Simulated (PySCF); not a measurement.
SMILES F[Si](F)(F)/C=C\c1ccccc1 (C8H7F3Si) at its GFN2-xTB optimised geometry (Å):

```
19

F      1.5831    -3.2933    -1.0833
Si     0.2380    -2.7916    -1.7724
F      0.7235    -1.6186    -2.7269
F     -0.1321    -3.9770    -2.7650
C     -1.1915    -2.4291    -0.6463
C     -1.4935    -1.2892    -0.0140
C     -0.7121    -0.0595     0.0000
C     -1.3821     1.1650     0.0338
C     -0.6784     2.3533     0.0218
C      0.7071     2.3399     0.0014
C      1.3833     1.1310     0.0000
C      0.6817    -0.0595     0.0000
H     -1.8960    -3.2463    -0.5431
H     -2.4307    -1.2312     0.5290
H     -2.4628     1.1776     0.0466
H     -1.2102     3.2933     0.0332
H      1.2574     3.2688    -0.0033
H      2.4628     1.1155     0.0020
H      1.2173    -0.9954     0.0341
```

Calculation: B3LYP/def2-SVP in PySCF 2.14.0. Cells within 0.4 Å of a nucleus heavier than hydrogen are left out (blank, or x).

Map of the electron localisation function on the plane z = 0.0 Å:

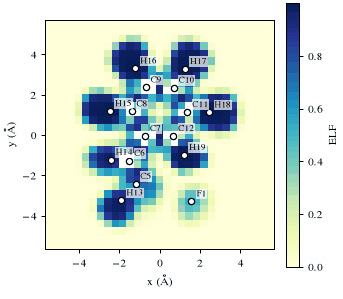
*Electron localisation function on the plane z = 0.0 Å.*
